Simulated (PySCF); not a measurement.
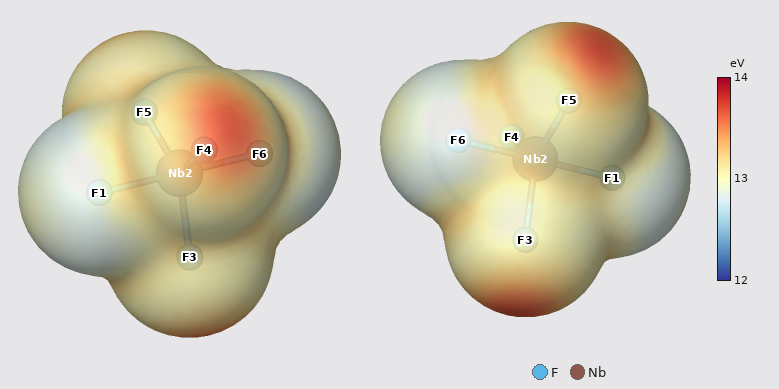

Figure 1: F$_{5}$Nb, SMILES `F[Nb](F)(F)(F)F`. Average local ionisation energy on the surface of electron density 0.001 a.u. (back view left, front view right).

PySCF calculation, r2SCAN/def2-TZVP, gas phase; geometry: GFN2-xTB. Core potentials replace the inner electrons of Nb; spin–orbit coupling isn't included. This is a single-reference result, which may miss multireference character in this system. No frequency check shows the geometry to be a minimum. GFN2-xTB bond lengths at metals and heavier atoms can be off by up to 0.1 Å and shapes distorted, which carries into these values.

Coordinates in Å:

```
F1       1.7853   -0.0002   -0.0014
Nb2     -0.0001   -0.0001   -0.0000
F3      -0.0006   -1.7552   -0.4730
F4      -0.0009    1.2873   -1.2835
F5       0.0021    0.4680    1.7566
F6      -1.7853    0.0003    0.0015
```

**Locate the minima of the map.**

The lowest value is 12.8 eV, 1.7 Å from F1, and at like points elsewhere. For comparison, the highest occupied orbital lies at −10.8 eV.

**What volume does the surface enclose, and what is the dipole moment?**

About 95 Å³; the dipole moment is 0.0 D.
